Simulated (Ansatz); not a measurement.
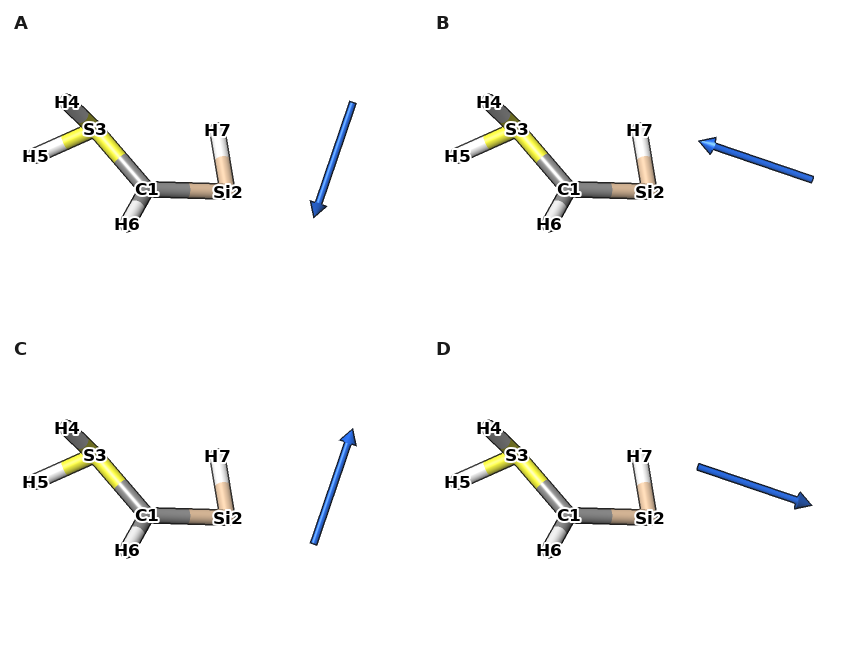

The same molecule four times, each with an arrow. Computed geometry: PBE0-D4/def2-TZVP optimisation. No frequency run is at hand to confirm it as a minimum. Level of theory: RKS PBE0-D4/def2-TZVP (Ansatz 0.2.0).

Which arrow points along the dipole moment, from the negative to the positive end?

B. The dipole moment is 5.08 D; it points from the side of Si2 to the side of H4, H5 (the outermost atoms at the two ends).
